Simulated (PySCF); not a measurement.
## A study: C₄F₁₀, SMILES `FC(F)(F)C(F)(F)C(F)(F)C(F)(F)F`

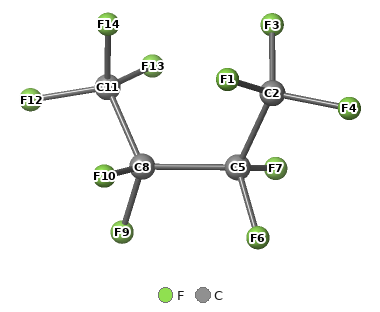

The molecule, with its atoms numbered as below. No frequency check shows the geometry to be a minimum.

Geometry (Å), atoms numbered from 1:

```
F1      -1.4736    0.8172   -1.4009
C2      -1.5847    0.5346   -0.1086
F3      -1.1952    1.5985    0.5866
F4      -2.8607    0.3093    0.1602
C5      -0.7274   -0.7108    0.2806
F6      -1.3512   -1.8116   -0.1700
F7      -0.6869   -0.7960    1.6209
C8       0.7274   -0.7108   -0.2806
F9       1.3512   -1.8116    0.1700
F10      0.6869   -0.7960   -1.6209
C11      1.5847    0.5346    0.1086
F12      2.8607    0.3093   -0.1602
F13      1.4736    0.8172    1.4009
F14      1.1952    1.5985   -0.5866
```

## 1. Bonding charge

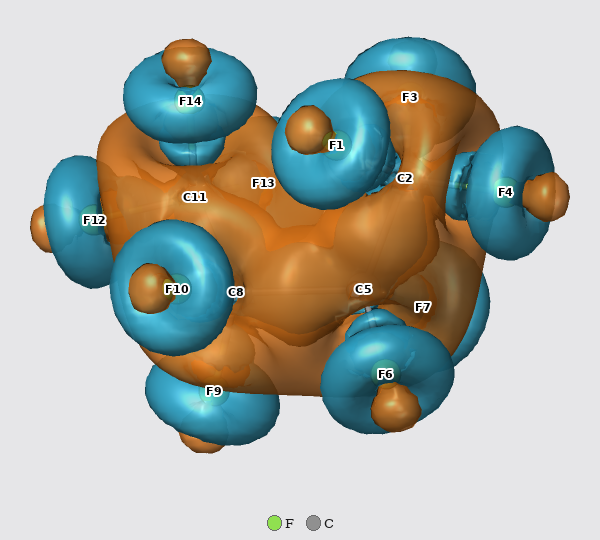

Deformation density (molecule less spherical, spin-averaged free atoms at the same positions), surfaces at ±0.05 e/Å³; light blue: gain, orange: loss.

Method: B3LYP/def2-SVPD; geometry: GFN2-xTB; program: PySCF.

Question: Describe the bonding that the map shows.

Answer: C2–C5 and C8–C11: +0.64 e/Å³ at the bond critical point (bond length 1.56 Å). C5–C8: +0.60 e/Å³ at the bond critical point (bond length 1.56 Å). C2–F4 and C11–F12: +0.17 e/Å³ at the bond critical point (bond length 1.32 Å). F1–C2 and C11–F13: +0.17 e/Å³ at the bond critical point (bond length 1.33 Å). C2–F3 and C11–F14: +0.16 e/Å³ at the bond critical point (bond length 1.33 Å). C5–F6 and C8–F9: +0.10 e/Å³ at the bond critical point (bond length 1.34 Å); up to 0.6 Å beside the axis the gain reaches +0.30 e/Å³. C5–F7 and C8–F10: +0.10 e/Å³ at the bond critical point (bond length 1.34 Å); up to 0.6 Å beside the axis the gain reaches +0.30 e/Å³. In all, 3.3 electrons gather in the regions of gain relative to the promolecule. A small or negative value marks a very polar bond, one between electron-rich atoms, whose free-atom densities already overlap strongly, a long bond to a heavier atom, or a closed-shell contact such as a hydrogen bond.

Question: Where do the Hirshfeld charges lie?

Answer: The highest Hirshfeld charge is on C2 and C11 (+0.26 e), the lowest on F7 and F10 (−0.09 e).

## 2. Bond critical points

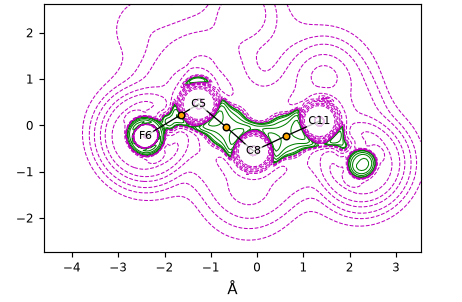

Negative Laplacian of the density (−∇²ρ) in the plane of C5, F6, C8 and C11 (solid green lines positive, dashed magenta lines negative, contours at ±0.02 to ±8 a.u.), with bond paths and bond critical points (dots).

Question: Sort the bonds in the plane by the sign of ∇²ρ at their critical points.

Answer: Concentrated (∇²ρ < 0): C5–F6 (−0.13 a.u.); C8–C11 (−0.68 a.u.); C5–C8 (−0.65 a.u.). At none is it depleted.

Question: Where along C5–F6 does the critical point lie?

Answer: 0.46 Å from C5 and 0.89 Å from F6.

## 3. Local ionisation energy

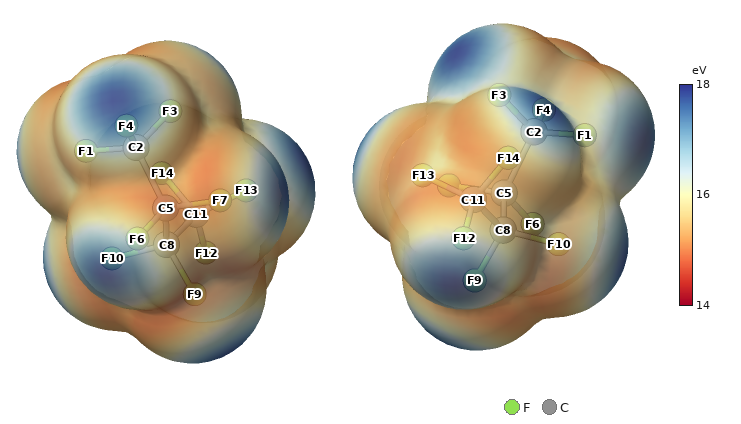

Average local ionisation energy on the surface of electron density 0.001 a.u. (back view left, front view right).

Question: Locate the minima of the map.

Answer: The lowest value is 14.9 eV, 1.8 Å from F6. For comparison, the highest occupied orbital lies at −10.8 eV.

Question: What volume does the surface enclose, and what is the dipole moment?

Answer: About 159 Å³; the dipole moment is 0.1 D.

## 4. In an electric field

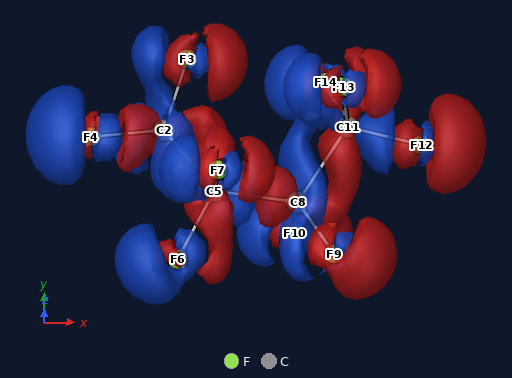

Change of the electron density in a uniform field of 0.21 V/Å, surfaces at ±0.0015 e/Å³ (red: gain, blue: loss).

The field was applied in both directions; the picture shows the one opposite to the script's first.

Question: Along which Cartesian direction does the field point?

Answer: Along −x: electrons gather on the +x side, against the field.

Question: How large is the response?

Answer: The induced dipole is 0.62 D (along the field); α along this axis, from the fields in both directions, is 61 bohr³ (9.1 Å³).

## 5. Removing or adding an electron

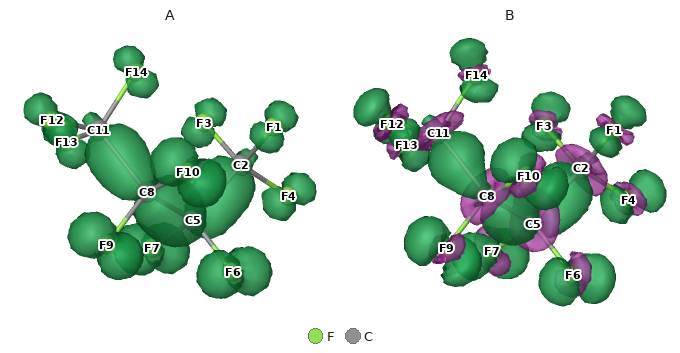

The Fukui function f⁻ from two separate SCF calculations and the density of the HOMO, at ±0.03 e/Å³ (green positive, purple negative).

Question: Which panel is which, and how good is the frozen-orbital picture?

Answer: B is f⁻ (it has negative regions), A the HOMO density. The HOMO lies on C5 and C8 (13 % each), F7 and F10 (11 % each) and F6 and F9 (10 % each); f⁻ (Hirshfeld-condensed) is largest on F7 and F10 (0.11 each), F6 and F9 (0.11 each) and F4 and F12 (0.07 each); the vertical ionisation energy is 13.00 eV (the stability of the cation's solution wasn't checked). Relaxation shifts 20 % of the electron between atoms. The orbital energy is −10.77 eV.

The PySCF runs shown took 70 s, 2.8 min and 3.7 min on 1 thread of Intel(R) Xeon(R) Platinum 8259CL CPU @ 2.50GHz (Skylake/Cascade Lake), on a shared host.
